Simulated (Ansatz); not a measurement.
Base system: MgTe in the zinc blende structure (space group F-43m, No. 216; a = 6.439 Å).

Modification: every lattice vector is stretched by 2.00 %, atoms relaxed at fixed cell.

Method: Ansatz (a quantum-chemistry and plane-wave program) PBEsol, no spin-orbit coupling.

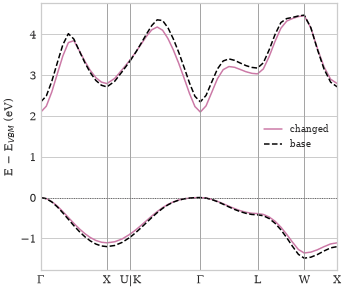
*Highest valence and lowest conduction band along the path, each from its own valence-band maximum*

### Question
From the figure, how large is the changed gap, and is it direct?

### Answer
About 2.1 eV, direct at Γ.

With Te present, leaving out spin-orbit coupling can change the band edges. The cells carry an imposed strain or load. Stability against distortions was not tested.
